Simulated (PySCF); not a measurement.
**C5H12P2Si: density, localisation and related maps**

Input file:

```
{"job": {"kind": "nmr", "xc": "BP86", "basis": "pcSseg-1", "pop": false}, "charge": 0, "multiplicity": 1}
C      1.970085     1.080524    -0.127617
C      1.823117    -0.086995    -0.897864
C      0.780130    -0.224995    -1.808214
Si     0.058572     0.020043     0.269534
P      0.834859    -0.785020     2.283720
P     -1.137759     1.918618    -0.035330
C     -1.216031    -1.406897    -0.017811
C     -2.403816    -1.242055    -0.574440
H      1.739922     2.024216    -0.602218
H      2.788373     1.120920     0.575047
H      2.356973    -0.975512    -0.589506
H      0.651209    -1.160181    -2.324244
H      0.428678     0.645805    -2.336831
H     -0.427842    -0.844010     2.844327
H      1.088835     0.454301     2.846358
H     -2.102968     1.522264     0.871848
H     -0.465969     2.652862     0.928398
H     -0.934377    -2.396761     0.328974
H     -3.111364    -2.046368    -0.706357
H     -2.720628    -0.270757    -0.927773
```

Launched as:

```sh
OMP_NUM_THREADS=1 python ens_run.py task.json out
```

Geometry: GFN2-xTB.

Theory: BP86/pcSseg-1, SCF density, gas phase, non-relativistic (PySCF).

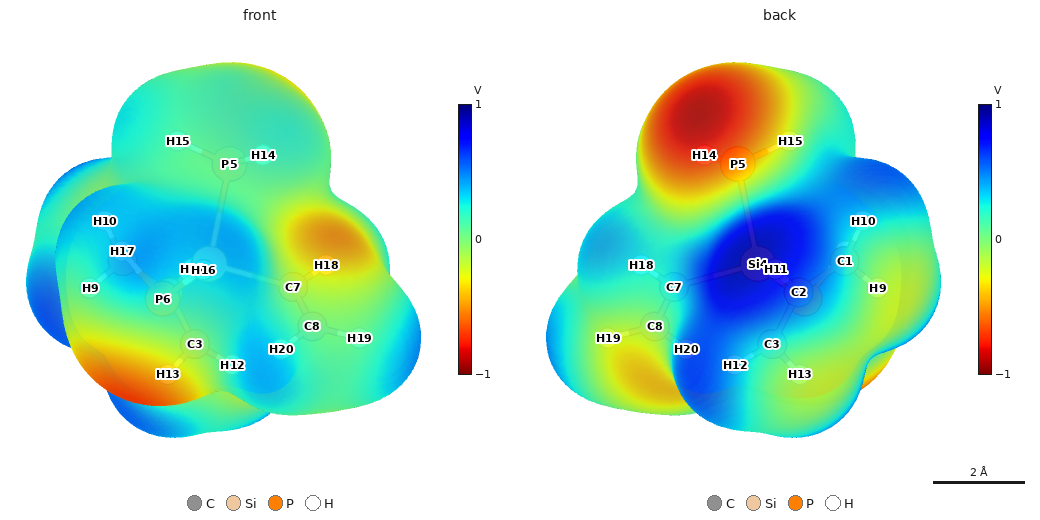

Figure 1. The electrostatic potential painted on the density surface at 0.001 e/bohr³, seen from the front and from behind; the colour scale runs from red (negative) to blue (positive).

Question: Which sites attract a positive test charge, and which a negative one?

Answer: A positive charge is drawn to the negative regions and a negative charge to the positive ones. The most negative region (about −0.9 V) lies over P5, the most positive (about +0.9 V) over H11.

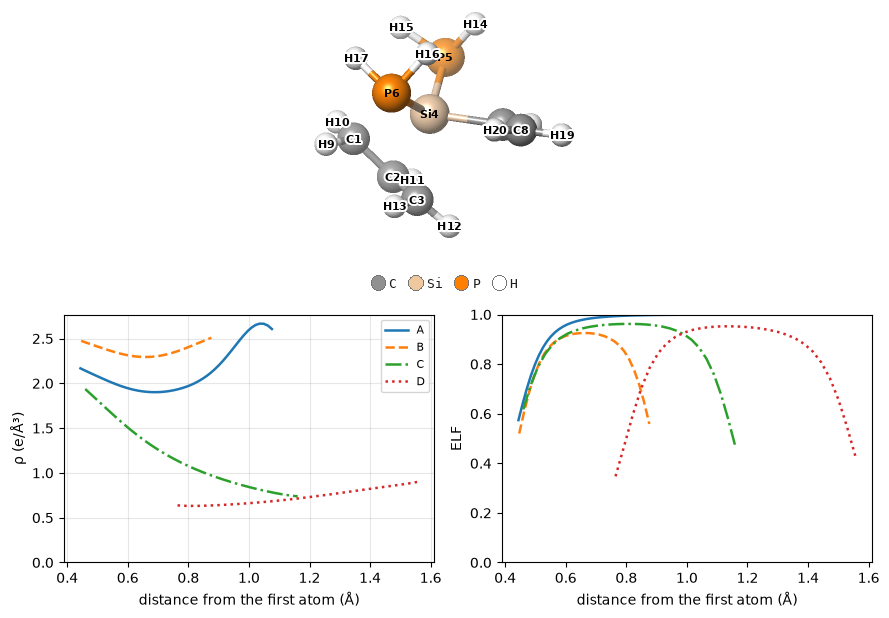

Figure 2. Electron density and electron localisation function along straight lines between neighbouring atoms. The curves leave out the atomic cores. The structure is drawn too.

Question: Which curve belongs to which contact (C–C, C–H, C–Si and Si–P)? The first atom named is at distance zero.

Answer: Curve A: C–H (1.08 Å): ρ is about 2 e/Å³ halfway; the ELF climbs to about 1 towards the hydrogen, as it does in any bond to H; a covalent bond by its length. Curve B: C–C (1.32 Å): the density is about 2.3 e/Å³ at the midpoint; the ELF peaks at about 0.95 between the atoms (a multiple bond). Curve C: C–Si (1.93 Å): ρ is about 0.87 e/Å³ halfway; the ELF peaks at about 0.95 between the atoms; a shared electron pair. Curve D: Si–P (2.26 Å): the density is about 0.7 e/Å³ at the midpoint, with its minimum of 0.63 e/Å³ about 0.8 Å from Si; the ELF peaks at about 0.95 between the atoms: a covalent bond.
